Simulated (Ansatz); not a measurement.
**FH: atomisation energy, by script**

How much energy holds FH together? Aim: an atomisation energy, for FH, run from a script. SMILES: F.

Program: Ansatz 0.2.0, driven from Python. Level of theory: PBE0+D4/cc-pVTZ. These are calculated values, not measurements.

### 1 Starting point

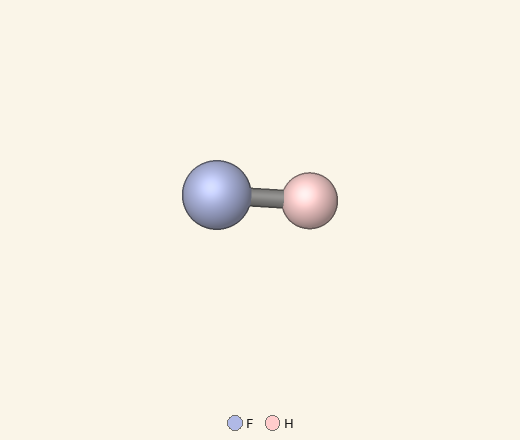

The structure that the script starts from, seen from a chosen angle (fluorine light blue, hydrogen pink).

No structure file is read: the coordinates are typed or built in the script.

### 2 The code

tae.py

```python
"""Atomisation energy of FH at the given geometry."""

from collections import Counter
from dataclasses import dataclass

import ansatz
from ase import Atoms


@dataclass(frozen=True)
class Options:
    basis_set: str = "cc-pVTZ"
    functional: str = "PBE0"
    dispersion: str = "d4"


cfg = Options()


def single_point(molecule, charge=0, unpaired=0):
    calc = (
        molecule.calculation()
        .basis(gaussian=cfg.basis_set)
        .functional(cfg.functional, dispersion=cfg.dispersion)
    )
    if charge:
        calc = calc.charge(charge)
    if unpaired:
        calc = calc.spin("collinear", total=unpaired)
    report = calc.run().report
    if report["published_state_doubts"]:
        print("  doubts:", report["published_state_doubts"])
    return report["free_energy_ev"]

atoms = Atoms(["F", "H"], positions=[
    [0.4928, 0.0, 0.0],
    [-0.4928, 0.0, 0.0],
])
geometry = ansatz.Crystal.molecule_from_ase(atoms)

# unpaired electrons of the ground-state atoms
unpaired = {"F": 1, "H": 1}
counts = Counter(site.symbol for site in geometry.cartesian_sites)
atom_energy = {s: single_point(ansatz.Crystal.molecule().atom(s, (0, 0, 0)), 0, unpaired[s]) for s in counts}
whole = single_point(geometry, 0, 0)
for s, e in atom_energy.items():
    print(f"{s:2s} x{counts[s]}  {e:14.5f} eV")
print(f"FH: {whole:.5f} eV")
split = sum(counts[s] * e for s, e in atom_energy.items()) - whole
print(f"atomisation energy (no zero-point term): {split:.3f} eV, {split / sum(counts.values()):.3f} eV an atom")
```

### 3 What the engine is handed

The package turns the script's settings into the engine's input (first run):

```yaml
crystal:
  periodic: [false, false, false]
  atoms:
    - { symbol: F, position_ang: [0.0, 0.0, 0.0] }
basis:
  gaussian:
    orbitals: cc-pVTZ
hamiltonian:
  xc: pbe0
  dispersion: d4
magnetization:
  spin_polarized: true
  initial_magnetization: 1.0
```

### 4 Launch

Command:

```console
python tae.py
```

The log of the run:

```text
F  x1     -2712.13275 eV
H  x1       -13.63395 eV
FH: -2731.50512 eV
atomisation energy (no zero-point term): 5.738 eV, 2.869 eV an atom
```

Wall time 1.1 s (1 thread of Arm Neoverse V1, shared host); peak memory 0.14 GiB.

### 5 What changed from run to run

The engine's inputs for the other runs:

Run 2, against run 1:

```diff
@@ -4 +4 @@
-    - { symbol: F, position_ang: [0.0, 0.0, 0.0] }
+    - { symbol: H, position_ang: [0.0, 0.0, 0.0] }
```

Run 3, against run 1:

```diff
@@ -4 +4,2 @@
-    - { symbol: F, position_ang: [0.0, 0.0, 0.0] }
+    - { symbol: F, position_ang: [0.4928, 0.0, 0.0] }
+    - { symbol: H, position_ang: [-0.4928, 0.0, 0.0] }
@@ -11,3 +11,0 @@
-magnetization:
-  spin_polarized: true
-  initial_magnetization: 1.0
```

### 6 Run by run

One row for each of the 3 runs:

```
run  system  unpaired or total moment  energy (eV)  <S²>  SCF cycles  CPU time (s)
  1       F                         1   -2712.1327  0.75          12          0.18
  2       H                         1     -13.6340  0.75           8          0.06
  3      FH                   not set   -2731.5051  0.00          13          0.22
```

Totals carry meaning only in balanced differences at one level of theory.

### 7 What came out

```
                         quantity     value
atomisation energy, no zero point  5.738 eV
                    runs compared         3
```

**Reading.** Zero-point motion and spin-orbit terms of the atoms are left out, and both would lower it. 5.738 eV from the electronic energies, without the zero-point term. The geometry is a force-field or estimated start, not a minimum of this method, and the basis set is short of its limit. All parts are taken at fixed geometry, without zero-point energy.
